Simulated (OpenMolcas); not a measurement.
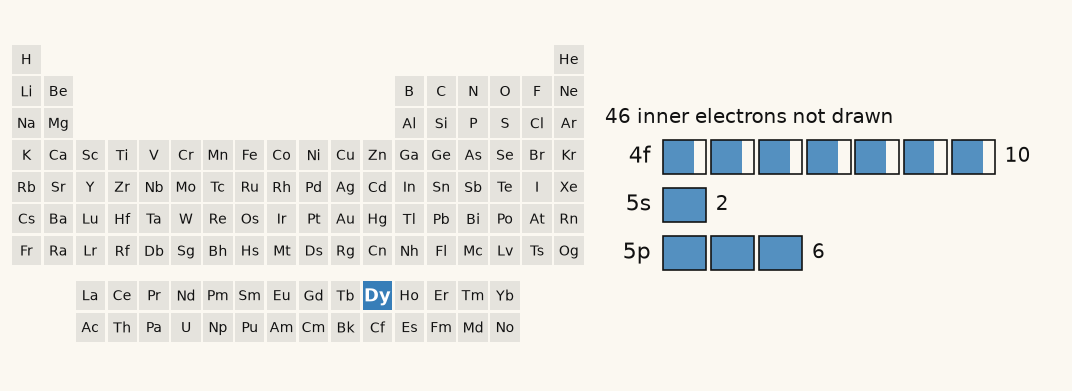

Left, the place of dysprosium in the periodic table; right, the outer shells of the leading configuration of the lowest level: a box for each of the 2l + 1 orbitals, shaded by the share of the shell that is filled, with the electron count at the right.

# Multiconfigurational calculation: Dy²⁺ (part 1 of 2)

System: Dy²⁺, among 8 point charges of −0.5 e at 2.73 Å, cube (Oh), whose field is part of the energies.
Method: state-averaged CASSCF, active space 10 electrons in the shell 4f, basis ANO-RCC-VTZP, DKH2 scalar Hamiltonian, spin-orbit coupling by RASSI with atomic mean-field integrals (OpenMolcas).

### The program's output (extracts)
```
--- SEWARD ---
Basis set label: DY.ANO-RCC...8S7P5D3F2G1H.

      Electronic valence basis set:
      ------------------
      Associated Effective Charge  66.000000 au
      Associated Actual Charge     66.000000 au
      Nuclear Model: Point charge

      Shell  nPrim  nBasis  Cartesian Spherical Contaminant
         s      25       8        X
         p      22       7        X
         d      15       5                 X
         f      11       3                 X
         g       4       2                 X
         h       2       1                 X
                  Relativistic Douglas-Kroll-Hess integrals:
                    - DKH order of Hamiltonian: 2
                    - DKH order of Properties : 0
                  Atomic mean-field integrals
--- RASSCF ---
Wave function specifications:
      -----------------------------

      Number of closed shell electrons          54
      Number of electrons in active shells      10
      Max number of holes in RAS1 space          0
      Max nr of electrons in RAS3 space          0
      Number of inactive orbitals               27
      Number of active orbitals                  7
      Number of secondary orbitals              70
      Spin quantum number                      2.0
      State symmetry                             1
Orbital specifications:
      -----------------------

      Symmetry species                           1   2
                                                ag  au
      Frozen orbitals                            0   0
      Inactive orbitals                         15  12
      Active orbitals                            0   7
      RAS1 orbitals                              0   0
      RAS2 orbitals                              0   7
      RAS3 orbitals                              0   0
      Secondary orbitals                        36  34
      Deleted orbitals                           0   0
      Number of basis functions                 51  53
      Number of CSFs                            35
      Number of root(s) required                35
      Iter CI   SX   CI       RASSCF       Energy    max ROT     max BLB   max BLB  Level Ln srch  Step   QN
          iter iter root      energy       change     param      element    value   shift minimum  type update
 Nr of preliminary CI iterations:   1
      Total energies have been shifted. Add               -12000.00 au
        1   1   15    0  -147.23298719    0.00E+00  -3.92E-02   16  32 2 -1.10E-01*  0.00   0.00    SX    NO
        2   1   12    0  -147.22052229    1.25E-02* -4.82E-02   14  30 2  1.60E-01*  0.00   0.00    SX    NO
        3   1   14    0  -147.19523804    2.53E-02* -6.52E-02   16  32 2 -2.14E-01*  0.10   0.00    SX    NO
        4   1   12    0  -147.14982000    4.54E-02* -7.99E-02   16  32 2  3.01E-01*  0.00   0.00    SX    NO
        5   1   14    0  -147.10102581    4.88E-02* -4.69E-02   16  32 2 -3.49E-01*  0.22   0.44    SX   YES
        6   1   12    0  -147.24889914   -1.48E-01* -5.48E-03   16  32 2  3.09E-02*  0.00   0.92    QN   YES
        7   1   12    0  -147.25002108   -1.12E-03* -1.21E-03   16  32 2 -7.55E-03*  0.00   0.82    QN   YES
        8   1   10    0  -147.25009920   -7.81E-05* -1.43E-04    8  27 2  6.27E-04*  0.00   0.97    QN   YES
        9   1    8    0  -147.25009990   -6.95E-07* -2.38E-05    7  26 2 -7.60E-05   0.00   0.95    QN   YES
       10   1    6    0  -147.25009992   -1.65E-08* -3.41E-06   15  17 1  1.14E-05   0.00   1.07    QN   YES
       11   1    4    0  -147.25009992   -2.44E-10   1.16E-06    9  18 1  1.55E-06   0.00   0.99    QN   YES
      Convergence after 11 iterations
       12   1    4    0  -147.25009992    5.46E-12   1.16E-06   16  22 2  1.50E-07   0.00   0.99    QN   YES
      Natural orbitals and occupation numbers for root  1
      sym 2:   1.496660   1.205762   1.496660   1.434752   1.496660   1.434752   1.434752
      Natural orbitals and occupation numbers for root  2
      sym 2:   1.594487   1.501129   1.176258   1.074119   1.821953   1.400324   1.431729
      Natural orbitals and occupation numbers for root  3
      sym 2:   1.222664   1.725949   1.574402   1.775707   1.006252   1.272033   1.422994
::    RASSCF root number  1 Total energy: -12147.32469707
::    RASSCF root number  2 Total energy: -12147.32465873
::    RASSCF root number  3 Total energy: -12147.32465873
::    RASSCF root number  4 Total energy: -12147.32465873
::    RASSCF root number  5 Total energy: -12147.32463228
::    RASSCF root number  6 Total energy: -12147.32463228
::    RASSCF root number  7 Total energy: -12147.32463228
::    RASSCF root number  8 Total energy: -12147.32462502
::    RASSCF root number  9 Total energy: -12147.32439139
::    RASSCF root number 10 Total energy: -12147.32439139
::    RASSCF root number 11 Total energy: -12147.32439139
::    RASSCF root number 12 Total energy: -12147.32438866
::    RASSCF root number 13 Total energy: -12147.32438866
::    RASSCF root number 14 Total energy: -12147.25034179
::    RASSCF root number 15 Total energy: -12147.25010176
::    RASSCF root number 16 Total energy: -12147.25010069
::    RASSCF root number 17 Total energy: -12147.25010069
::    RASSCF root number 18 Total energy: -12147.25010069
::    RASSCF root number 19 Total energy: -12147.25002033
::    RASSCF root number 20 Total energy: -12147.25002033
::    RASSCF root number 21 Total energy: -12147.25002033
::    RASSCF root number 22 Total energy: -12147.20778036
::    RASSCF root number 23 Total energy: -12147.20772161
::    RASSCF root number 24 Total energy: -12147.20772161
::    RASSCF root number 25 Total energy: -12147.20772161
::    RASSCF root number 26 Total energy: -12147.20768052
::    RASSCF root number 27 Total energy: -12147.20768052
::    RASSCF root number 28 Total energy: -12147.20723326
::    RASSCF root number 29 Total energy: -12147.20723326
::    RASSCF root number 30 Total energy: -12147.20723326
--- RASSCF ---
Wave function specifications:
      -----------------------------

      Number of closed shell electrons          54
      Number of electrons in active shells      10
      Max number of holes in RAS1 space          0
      Max nr of electrons in RAS3 space          0
      Number of inactive orbitals               27
      Number of active orbitals                  7
      Number of secondary orbitals              70
      Spin quantum number                      1.0
      State symmetry                             1
Orbital specifications:
      -----------------------

      Symmetry species                           1   2
                                                ag  au
      Frozen orbitals                            0   0
      Inactive orbitals                         15  12
      Active orbitals                            0   7
      RAS1 orbitals                              0   0
      RAS2 orbitals                              0   7
      RAS3 orbitals                              0   0
      Secondary orbitals                        36  34
      Deleted orbitals                           0   0
      Number of basis functions                 51  53
      Number of CSFs                           210
      Number of root(s) required               162
      Iter CI   SX   CI       RASSCF       Energy    max ROT     max BLB   max BLB  Level Ln srch  Step   QN
          iter iter root      energy       change     param      element    value   shift minimum  type update
 Nr of preliminary CI iterations:   1
        1   1    0    0-12147.14937866    0.00E+00   0.00E+00   13  29 2 -8.72E-03*  0.00   0.00    SX    NO
      Natural orbitals and occupation numbers for root  1
      sym 2:   1.438658   1.440688   1.402892   1.445748   1.419973   1.414680   1.437362
      Natural orbitals and occupation numbers for root  2
      sym 2:   1.409538   1.447576   1.405196   1.439780   1.437471   1.440492   1.419946
      Natural orbitals and occupation numbers for root  3
      sym 2:   1.444574   1.403081   1.440931   1.416391   1.420760   1.437563   1.436700
::    RASSCF root number  1 Total energy: -12147.23633347
::    RASSCF root number  2 Total energy: -12147.23633347
::    RASSCF root number  3 Total energy: -12147.23633347
::    RASSCF root number  4 Total energy: -12147.23632729
::    RASSCF root number  5 Total energy: -12147.23632729
::    RASSCF root number  6 Total energy: -12147.23632416
::    RASSCF root number  7 Total energy: -12147.23632416
::    RASSCF root number  8 Total energy: -12147.23632416
::    RASSCF root number  9 Total energy: -12147.23627676
::    RASSCF root number 10 Total energy: -12147.23627248
::    RASSCF root number 11 Total energy: -12147.23627248
::    RASSCF root number 12 Total energy: -12147.23627248
::    RASSCF root number 13 Total energy: -12147.23626760
::    RASSCF root number 14 Total energy: -12147.23626760
::    RASSCF root number 15 Total energy: -12147.23626760
::    RASSCF root number 16 Total energy: -12147.21175023
::    RASSCF root number 17 Total energy: -12147.21175023
::    RASSCF root number 18 Total energy: -12147.21175023
::    RASSCF root number 19 Total energy: -12147.21171922
::    RASSCF root number 20 Total energy: -12147.21171922
::    RASSCF root number 21 Total energy: -12147.21163125
::    RASSCF root number 22 Total energy: -12147.21163125
::    RASSCF root number 23 Total energy: -12147.21163125
::    RASSCF root number 24 Total energy: -12147.21153154
::    RASSCF root number 25 Total energy: -12147.21153154
::    RASSCF root number 26 Total energy: -12147.21153154
::    RASSCF root number 27 Total energy: -12147.20225270
::    RASSCF root number 28 Total energy: -12147.20225270
::    RASSCF root number 29 Total energy: -12147.20220597
::    RASSCF root number 30 Total energy: -12147.20220597
--- RASSCF ---
Wave function specifications:
      -----------------------------

      Number of closed shell electrons          54
      Number of electrons in active shells      10
      Max number of holes in RAS1 space          0
      Max nr of electrons in RAS3 space          0
      Number of inactive orbitals               27
      Number of active orbitals                  7
      Number of secondary orbitals              70
      Spin quantum number                      0.0
      State symmetry                             1
Orbital specifications:
      -----------------------

      Symmetry species                           1   2
                                                ag  au
      Frozen orbitals                            0   0
      Inactive orbitals                         15  12
      Active orbitals                            0   7
      RAS1 orbitals                              0   0
      RAS2 orbitals                              0   7
      RAS3 orbitals                              0   0
      Secondary orbitals                        36  34
      Deleted orbitals                           0   0
      Number of basis functions                 51  53
      Number of CSFs                           196
      Number of root(s) required               162
      Iter CI   SX   CI       RASSCF       Energy    max ROT     max BLB   max BLB  Level Ln srch  Step   QN
          iter iter root      energy       change     param      element    value   shift minimum  type update
 Nr of preliminary CI iterations:   1
        1   1    0    0-12147.07457439    0.00E+00   0.00E+00   13  29 2 -1.51E-02*  0.00   0.00    SX    NO
      Natural orbitals and occupation numbers for root  1
      sym 2:   1.265567   1.104139   1.642616   1.730467   1.334516   1.658085   1.264611
      Natural orbitals and occupation numbers for root  2
      sym 2:   1.103756   1.291859   1.276752   1.312923   1.583722   1.786756   1.644231
      Natural orbitals and occupation numbers for root  3
      sym 2:   1.787734   1.103748   1.312061   1.643431   1.277054   1.583192   1.292781
::    RASSCF root number  1 Total energy: -12147.18237116
::    RASSCF root number  2 Total energy: -12147.18237116
::    RASSCF root number  3 Total energy: -12147.18237116
::    RASSCF root number  4 Total energy: -12147.18235871
::    RASSCF root number  5 Total energy: -12147.18235260
::    RASSCF root number  6 Total energy: -12147.18235260
::    RASSCF root number  7 Total energy: -12147.18235260
::    RASSCF root number  8 Total energy: -12147.18234716
::    RASSCF root number  9 Total energy: -12147.18234716
::    RASSCF root number 10 Total energy: -12147.18224949
::    RASSCF root number 11 Total energy: -12147.18224949
::    RASSCF root number 12 Total energy: -12147.18224949
::    RASSCF root number 13 Total energy: -12147.18223520
::    RASSCF root number 14 Total energy: -12147.18223520
::    RASSCF root number 15 Total energy: -12147.18223520
::    RASSCF root number 16 Total energy: -12147.18223470
::    RASSCF root number 17 Total energy: -12147.18223470
::    RASSCF root number 18 Total energy: -12147.16631340
::    RASSCF root number 19 Total energy: -12147.16631340
::    RASSCF root number 20 Total energy: -12147.16605309
::    RASSCF root number 21 Total energy: -12147.16605309
::    RASSCF root number 22 Total energy: -12147.16605309
::    RASSCF root number 23 Total energy: -12147.15400289
::    RASSCF root number 24 Total energy: -12147.15400289
::    RASSCF root number 25 Total energy: -12147.15400289
::    RASSCF root number 26 Total energy: -12147.15369316
::    RASSCF root number 27 Total energy: -12147.15369316
::    RASSCF root number 28 Total energy: -12147.15363012
::    RASSCF root number 29 Total energy: -12147.15363012
::    RASSCF root number 30 Total energy: -12147.15363012
```

(Continued in part 2.) Outcome of the run: converged.
